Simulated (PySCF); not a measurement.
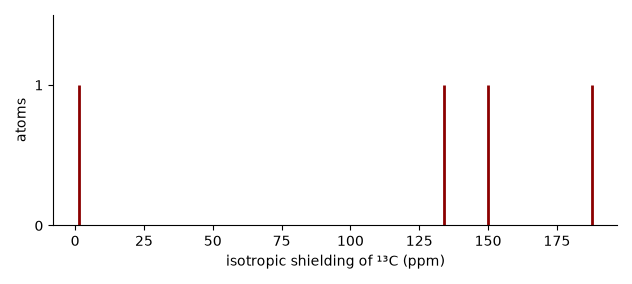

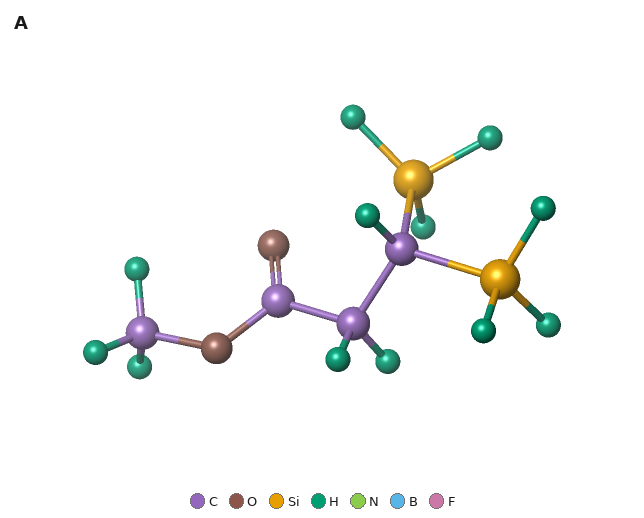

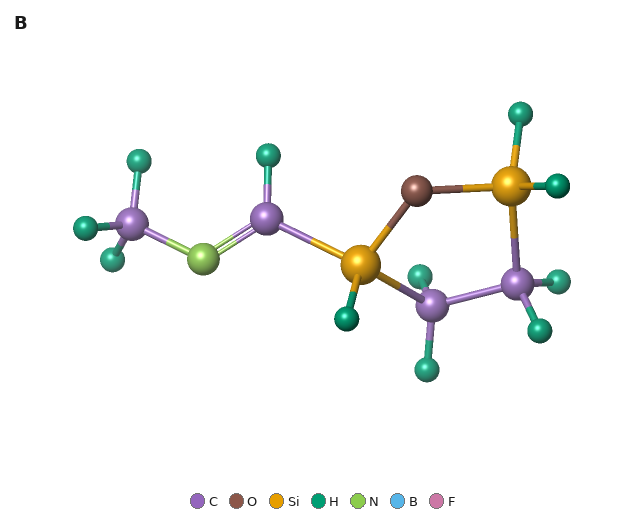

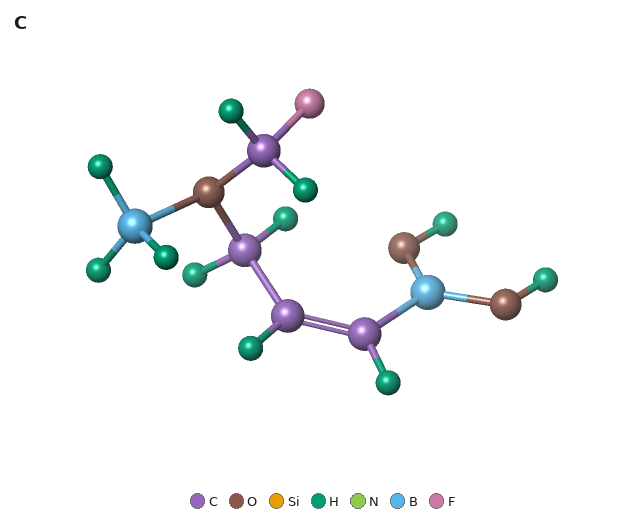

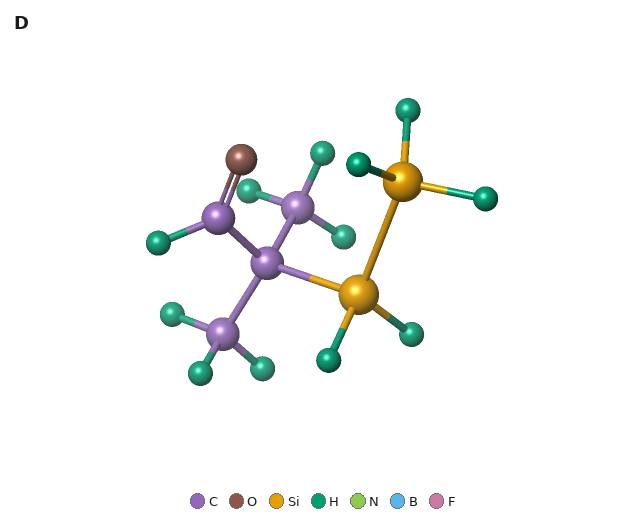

The sticks are computed shieldings of one of the molecules, for one fixed geometry (GFN2-xTB) without averaging over rotations. Low shielding means a high chemical shift. Method: GIAO PBE0/pcSseg-1 NMR shielding, non-relativistic, gas phase (PySCF 2.14.0).

Which molecule gives this pattern?

A, `COC(=O)CC([SiH3])[SiH3]`. Its 4 C atoms give lines at 1.3, 133.9, 149.9, 187.7 ppm.

The geometry is semi-empirical. Around B, Si such bond lengths and angles can be off by a tenth of an ångström or more and by several degrees, and values that hang on the shape move with them.
